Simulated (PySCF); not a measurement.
# C₅H₅N₂Si (doublet): what the fields show

```xyz
13

N     3.7203    0.9013   -0.6324
C     2.7552    0.7155   -0.0446
Si    1.1787    0.4231    0.9150
C    -0.1647    0.2742   -0.4224
C    -0.7097   -1.0868   -0.8186
C    -1.4914   -0.1581   -0.0059
C    -2.5788    0.0785    0.7336
N    -3.5278    0.2988    1.3728
H     0.9400    1.5908    1.7598
H     1.3158   -0.8427    1.6350
H    -0.1227    1.0335   -1.1988
H    -0.3043   -1.9737   -0.3453
H    -1.0151   -1.2539   -1.8445
```

Geometry: GFN2-xTB.

Method: PySCF 2.14.0, density-fitted response routines, UKS B3LYP, pcH-1 on C H N Si, non-relativistic, mean-field spin-orbit, GIAO.

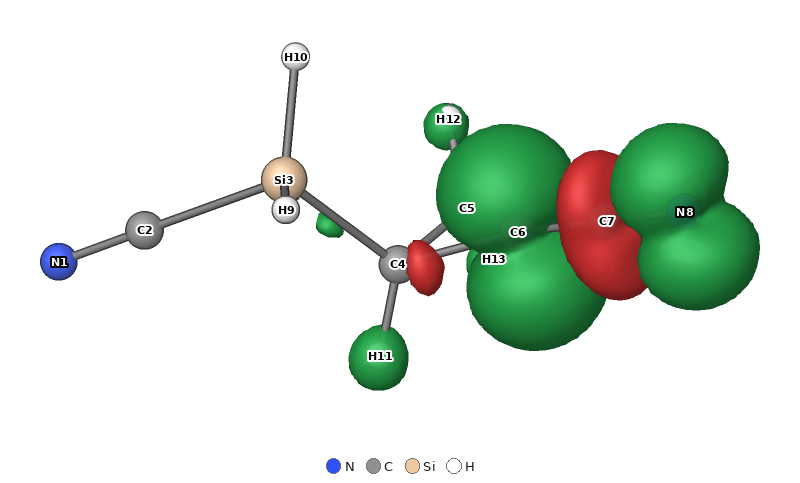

Figure 1. Isosurfaces of the spin density at +0.03 (green) and −0.03 e/Å³ (red), seen from one side.

Q: Which atoms carry the spin?

A: The unpaired spin (1 electron) lies mostly on C6 (about 0.5) and N8 (about 0.3), in electrons by Hirshfeld's partition.

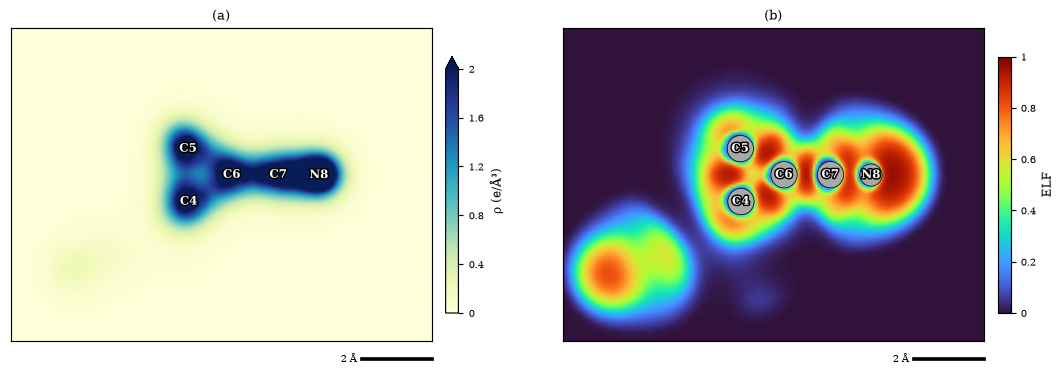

Figure 2. (a) total electron density; (b) ELF on the plane of atoms C4, C5 and C6. Grey discs cover the atomic cores in the ELF map.

Q: Read the bonding off the picture.

A:
- The plane passes through C and N nuclei.
- C–N (1.17 Å): the density is about 3.6 e/Å³ at the midpoint; the ELF peaks at about 0.85 between the atoms (a multiple bond).
- C–C (1.34 Å): the density is about 2.2 e/Å³ at the midpoint; the ELF peaks at about 0.95 between the atoms: a multiple bond.
- C–C (1.46 Å): ρ is about 1.7 e/Å³ halfway; the ELF peaks at about 0.90 between the atoms; a covalent bond.
- C–C (1.52 Å): ρ at the midpoint is about 1.5 e/Å³; the ELF peaks at about 0.85 between the atoms: localised, covalent bonding.
- The ELF also peaks beside N8, away from the bonds: non-bonding electrons, paired or unpaired.

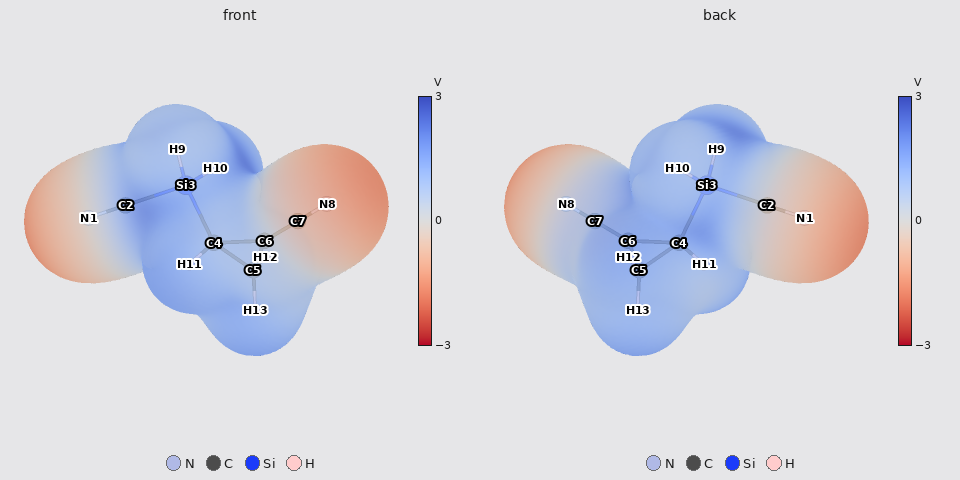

Figure 3. The molecular electrostatic potential painted on the density surface at 0.002 e/bohr³, seen from the front and from behind; red is negative and blue positive.

Q: Describe the electrostatic potential map.

A: The most negative region (about −1.6 V) lies over N1 and N8, the most positive (about +2.1 V) over Si3.
